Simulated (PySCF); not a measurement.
# C7H10: the cost of one run

Computed with PySCF 2.14.0 and routines of our own; the level stands in each step. Atoms count from 0.

## Step 1: The starting structure

17 atoms, charge 0, multiplicity 1; geometry from: GFN2-xTB.

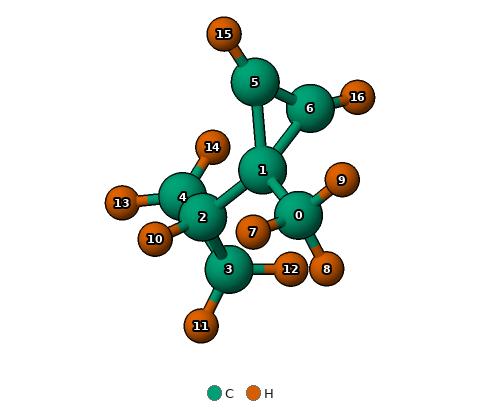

The starting geometry (carbon teal, hydrogen orange).

## Step 2: Magnetic properties: GIAO wB97X-D/pcSseg-1

Job settings and geometry (Å):

```
{"job": {"kind": "mag", "xc": "wB97X-D", "basis": "pcSseg-1", "isotopologues": 2}, "charge": 0, "multiplicity": 1}
C     -1.528043     1.198014    -0.470030
C     -0.704303     0.117112     0.208611
C      0.767280     0.429741     0.231932
C      1.626059     0.029817    -0.933901
C      1.777573    -0.665220     0.383922
C     -1.314490    -0.707109     1.306786
C     -1.166646    -1.310196     0.162507
H     -1.420899     2.146763     0.054788
H     -1.191861     1.339898    -1.496354
H     -2.581266     0.926326    -0.482275
H      0.999389     1.379691     0.702186
H      2.408973     0.697688    -1.260283
H      1.154874    -0.513738    -1.738733
H      2.664141    -0.472437     0.969009
H      1.412056    -1.678280     0.468972
H     -1.624562    -0.728336     2.322650
H     -1.285273    -2.177704    -0.439696
```

With the program's defaults for keys left out, this is: GIAO wB97X-D/pcSseg-1 magnetisability, rotational g tensor and spin-rotation constants, non-relativistic, gas phase.

Run with:

```sh
$ OMP_NUM_THREADS=1 python excited_run.py task.json out
```

The driver reads the jobs from task.json and runs them one after another.

**Question.** How long does this first job take on 1 thread of Arm Neoverse V1, shared host, and how much memory does it need?

About 33 s, with a peak of 0.8 GiB.
